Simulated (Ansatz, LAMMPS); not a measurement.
# As in place of P at several sites of glassy 67P2O5-20BaO-13Al2O3 (mol %) (86 atoms), part 4 of 4

At which site of glassy 67P2O5-20BaO-13Al2O3 (mol %) (86 atoms) does As in place of P cost least, and what about the site decides it?

Ansatz 0.2.0; Kohn-Sham DFT, PBE, PAW (set soft_2), plane waves.

The cell: 20 P, 3 Ba, 4 Al and 59 O. The quench rate of 20 K/ps is many orders above laboratory rates. The network of bonds at the start is that of the classical potential that made the cell. The Brillouin zone is sampled at Γ only, in a cell whose shortest periodic width is 11 Å. The levels lack spin–orbit coupling.

So far. Step 8 (As on a site of P, site P16): The relaxation converged after 20 steps, 2.33 eV below its start, with a largest force component of 0.042 eV/Å.

### Step 9. As on a site of P, site P2

The site has 4 bonded neighbours (O4) at 1.58 Å on average. 

input.yaml reads:

```yaml
crystal:
  lattice:
    - [10.69823, 0.0, 0.0]
    - [0.0, 10.69823, 0.0]
    - [0.0, 0.0, 10.69823]
  atoms:
    - { symbol: P, position: [0.43861, 0.94305, 0.45341] }
    - { symbol: As, position: [0.36913, 0.74631, 0.65206], spin: 0.6 }
    - { symbol: P, position: [0.30747, 0.9528, 0.02414] }
    - { symbol: P, position: [0.54516, 0.53462, 0.26122] }
    - { symbol: P, position: [0.33905, 0.21055, 0.11274] }
    [... atom lines 6 to 86 left out ...]
magnetization:
  spin_polarized: true
kpoints:
  mp_grid: { grid: [1, 1, 1] }
hamiltonian:
  xc: pbe
scf:
  occupations: { method: fermi_dirac, width: 0.025 }
  lower_state_search: "off"
output:
  forces: true
  eigenvalues: true
relax:
  f_tol: 0.05
  max_steps: 90
```

Started as:

```bash
> ansatz run input.yaml --threads 4 --pin off --max-ram 8192MiB --backend cpu --events-out ev --progress --plain --runs-dir out
```

Numbers of over 12 decimals in the logs are rounded to 6 here.

Log:

```text
[...]
Crystal: 86 atoms, lattice volume = 1224.435 Å³
Basis set: ecut = 420 eV, 23847 PW (Γ), exchange–correlation on 144×144×144 points (8 copies of the dense FFT grid, shifted against one another)
Bands: 341, of which v1, the nominal top of the filled ones, is band 253 counted from 1 (252 counted from 0)
Symmetry: 1 space group operations
[...]
k-points: 1
[...]
Starting moments: Σ|m| = 3 μB on 5 of 86 sites
[...]
SCF iter   1: F=—  HF=-72787.063983 eV  |F-HF|=—  |Δ(HF+E_count)|=         —  Δρ=5.85e-2 (↑5.33e-2 ↓5.85e-2)  dr2=1.69e2  dr2_m=1.59e0  M=0.000 μB ∫|m|=0.377 μB  β_m=0.30  ethr=3.10e-3  ⟨swp⟩=16.5  Hψ=5095  notcnv=0  defer=84
[...]
SCF iter   3: F=—  HF=-72737.572557 eV  |F-HF|=—  |Δ(HF+E_count)|=    1.31e1  Δρ=1.63e-2 (↑1.61e-2 ↓1.63e-2)  dr2=1.13e1  dr2_m=4.19e-1  M=0.000 μB ∫|m|=0.249 μB  β_m=0.30  ethr=3.10e-3  ⟨swp⟩=13.0  Hψ=1110  notcnv=0  defer=160
[...]
SCF iter   7: F=—  HF=-72734.163530 eV  |F-HF|=—  |Δ(HF+E_count)|=   1.50e-2  Δρ=1.82e-3 (↑1.82e-3 ↓1.74e-3)  dr2=9.77e-3  dr2_m=3.31e-2  M=0.000 μB ∫|m|=0.090 μB  β_m=0.30  ethr=1.42e-5  ⟨swp⟩=4.0  Hψ=1054  notcnv=0  defer=164
[...]
SCF iter  12: F=-72734.179033 eV  HF=-72734.179046 eV  |F-HF|=1.31e-5  |Δ(HF+E_count)|=   1.57e-5  Δρ=2.00e-5 (↑2.00e-5 ↓1.95e-5)  dr2=1.89e-5  dr2_m=1.50e-7  M=0.000 μB ∫|m|=0.000 μB  ethr=1.24e-8  ⟨swp⟩=23.0  Hψ=6611  notcnv=0
[...]
SCF 1 converged in 12 iterations: F = -72734.179033 eV  dr2 = 1.89e-5
[...]
relax step   1: F+E_penalty+E_count = -72734.17903324 eV  Δ(F+E_penalty+E_count) = +0.000e0 eV  max|allowed force component| = 1.019e1 eV/Å  Δτ_max = 0.0000 Å  (12 SCF iters, dr2 threshold 6.25e-5 eV, accepted)
[... from here on, the SCF cycles and remarks between the steps are left out ...]
relax step   2: F+E_penalty+E_count = -72735.83878230 eV  Δ(F+E_penalty+E_count) = -1.660e0 eV  max|allowed force component| = 3.213e0 eV/Å  Δτ_max = 0.1523 Å  (6 SCF iters, dr2 threshold 1.00e-4 eV, accepted)
relax step   3: F+E_penalty+E_count = -72736.20125692 eV  Δ(F+E_penalty+E_count) = -3.625e-1 eV  max|allowed force component| = 9.154e-1 eV/Å  Δτ_max = 0.1948 Å  (7 SCF iters, dr2 threshold 1.00e-4 eV, accepted)
relax step   4: F+E_penalty+E_count = -72736.03216754 eV  Δ(F+E_penalty+E_count) = +1.691e-1 eV  max|allowed force component| = 1.814e0 eV/Å  Δτ_max = 0.2000 Å  (7 SCF iters, dr2 threshold 6.80e-5 eV, rejected (line search))
relax step   5: F+E_penalty+E_count = -72736.34127547 eV  Δ(F+E_penalty+E_count) = -1.400e-1 eV  max|allowed force component| = 3.438e-1 eV/Å  Δτ_max = 0.0957 Å  (11 SCF iters, accepted)
relax step   6: F+E_penalty+E_count = -72736.37665636 eV  Δ(F+E_penalty+E_count) = -3.538e-2 eV  max|allowed force component| = 3.073e-1 eV/Å  Δτ_max = 0.1000 Å  (7 SCF iters, dr2 threshold 9.60e-6 eV, accepted)
relax step   7: F+E_penalty+E_count = -72736.39669859 eV  Δ(F+E_penalty+E_count) = -2.004e-2 eV  max|allowed force component| = 1.585e-1 eV/Å  Δτ_max = 0.0913 Å  (7 SCF iters, dr2 threshold 1.33e-5 eV, accepted)
relax step   8: F+E_penalty+E_count = -72736.40433333 eV  Δ(F+E_penalty+E_count) = -7.635e-3 eV  max|allowed force component| = 1.278e-1 eV/Å  Δτ_max = 0.0378 Å  (6 SCF iters, dr2 threshold 6.68e-6 eV, accepted)
relax step   9: F+E_penalty+E_count = -72736.40880612 eV  Δ(F+E_penalty+E_count) = -4.473e-3 eV  max|allowed force component| = 6.571e-2 eV/Å  Δτ_max = 0.0213 Å  (6 SCF iters, dr2 threshold 4.34e-6 eV, accepted)
relax step  10: F+E_penalty+E_count = -72736.39824440 eV  Δ(F+E_penalty+E_count) = +1.056e-2 eV  max|allowed force component| = 2.245e-1 eV/Å  Δτ_max = 0.1228 Å  (10 SCF iters, rejected (line search))
relax step  11: F+E_penalty+E_count = -72736.41546447 eV  Δ(F+E_penalty+E_count) = -6.658e-3 eV  max|allowed force component| = 7.712e-2 eV/Å  Δτ_max = 0.0574 Å  (9 SCF iters, accepted)
relax step  12: F+E_penalty+E_count = -72736.41560830 eV  Δ(F+E_penalty+E_count) = -1.438e-4 eV  max|allowed force component| = 1.452e-1 eV/Å  Δτ_max = 0.0275 Å  (9 SCF iters, accepted)
relax step  13: F+E_penalty+E_count = -72736.41833447 eV  Δ(F+E_penalty+E_count) = -2.726e-3 eV  max|allowed force component| = 2.753e-2 eV/Å  Δτ_max = 0.0165 Å  (5 SCF iters, dr2 threshold 2.11e-5 eV, accepted)
relax step  14: F+E_penalty+E_count = -72736.41833743 eV  Δ(F+E_penalty+E_count) = -2.959e-6 eV  max|allowed force component| = 2.756e-2 eV/Å  Δτ_max = 0.0000 Å  (4 SCF iters, accepted)
SCF converged after 4 iterations
Magnetization: 0.0000 μB (253.0000 up, 253.0000 down)
Absolute magnetization: 0.0000 μB (∫|ρ↑−ρ↓|, with the PAW one-centre terms)
[...]
Per-site moments (μB) at R_I (Å): [(-1.1941979110094013e-8, 0.613702), (3.5043033153716915e-9, 0.675161), (-2.141031030294216e-9, 0.619978), (9.095298267490338e-10, 0.617659), (6.987303772017422e-10, 0.606492), [...]
Free energy (F): -72736.418337 eV
[...]
Internal energy: -72736.418337 eV  (E = F + TS)
E sigma→0 (E₀):  -72736.418337 eV
Fermi energy:    5.032474 eV
[...]
Σ components = -72736.418337   (vs F -72736.418337, Δ=0.00e0)
--- Forces (eV/Å), atoms counted from 1 ---
  atom   1  P     -0.00664020    -0.02472227    -0.01045198
  atom   2  As    -0.01391177    -0.01904484     0.01018449
  atom   3  P      0.00395100    -0.00050229    -0.01073114
  atom   4  P      0.00060480     0.00457112     0.00612566
[...]
atom  86  O      0.00318407     0.00182713     0.00188465
  max |Σ_I F_I| component: 1.51e-4 eV/Å
--- Band table (eV) ---
[...]
--- Relaxed structure (14 steps of the walk, 12 accepted, 0 SCFs on fresh bases) ---
  F+E_penalty+E_count = -72736.41833743 eV   max|allowed force component| = 2.756e-2 eV/Å
  atoms:
    - { symbol: P, position: [0.440531, 0.950322, 0.466494] }
    - { symbol: As, position: [0.381592, 0.744278, 0.667793] }
    - { symbol: P, position: [0.306177, 0.948598, 0.028398] }
    - { symbol: P, position: [0.543963, 0.542406, 0.257702] }
[...]
- { symbol: O, position: [0.834152, 0.183376, 0.160740] }
```

Run time: 2.8 min. Hardware: 4 threads of Intel Xeon 6975P-C (Granite Rapids), shared host; peak memory 2.6 GiB.

The relaxation converged after 14 steps, 2.24 eV below its start, with a largest force component of 0.028 eV/Å.

### Step 10. As on a site of P, site P7

The site has 4 bonded neighbours (O4) at 1.57 Å on average. 

Input and log are left out; they have the form of those shown for this kind of step.

Run time: 3 min. Hardware: 4 threads of Intel Xeon 6975P-C (Granite Rapids), shared host; peak memory 2.6 GiB; 12 min of CPU time.

The relaxation converged after 15 steps, 2.34 eV below its start, with a largest force component of 0.044 eV/Å.

### Step 11. The sites compared

All these cells hold the same atoms, so their energies can be compared with no chemical potential.

```csv
site,neighbours,mean distance (Å),atoms within 6 Å,energy over the best site (eV),before relaxation (eV),gain on relaxing (eV)
P7,O4,1.57,61,0.00,0.00,2.34
P16,O4,1.56,60,0.22,0.21,2.33
P2,O4,1.58,54,0.25,0.14,2.24
P11,O4,1.56,70,0.39,0.22,2.17
P14,O4,1.57,62,0.41,0.23,2.17
P9,O4,1.55,60,0.86,0.74,2.22
```

Neighbours are those of the relaxed host within 2.08 Å (O-P); other pairs aren't counted.

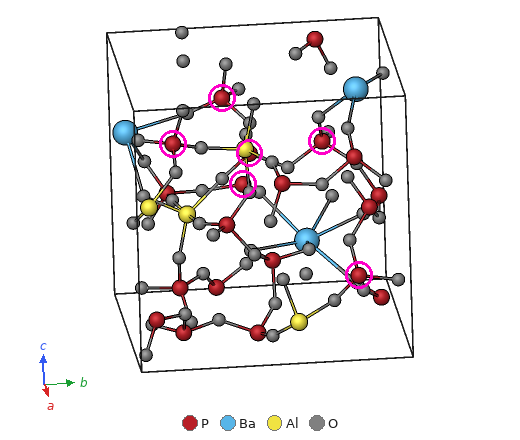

The relaxed cell with the tried sites ringed. Bonds to atoms that aren't drawn are left out. Some periodic images of atoms are drawn too.

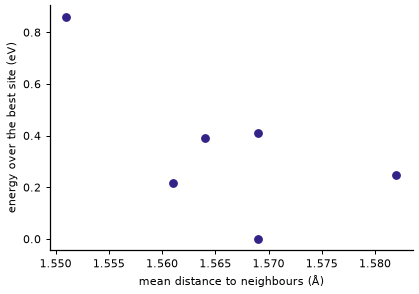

Site energy against the site's surroundings.

### Step 12. Findings

The cheapest site is P7 (4 neighbours, O4); the dearest, P9 (4 neighbours, O4), costs 0.86 eV more. Over 6 sites the energy shows no clear trend with the mean distance to neighbours. Relaxation gains 2.2 to 2.3 eV and leaves the best site the same.

Caveats: Defects are neutral and interact with their images. The reference ran with fermi-dirac smearing of 0.025 eV, but 6 of the 6 defect cells with fermi-dirac smearing of 0.025 eV, spin polarised. In a disordered cell the relaxation can also rearrange atoms far from the site. In the spin-polarised runs the search for a state of lower energy was switched off. Only 6 of the 20 P sites were tried; unless symmetry makes the others alike to these, a cheaper one may exist. The stress is far from hydrostatic: its diagonal is 1.2, -1.8, -0.3 GPa, compression counted positive.

The DFT runs together took 19 min of wall time.

[Logs are printed without paths, hosts, clocks, repeated set-up lines and the standing remarks that a program may print on its own settings, such as how far it seeks lower states.]

[Hosts, paths, dates, database ids (printed as entryN), source tags and the programs' standing remarks are cut or masked in the printed files.]
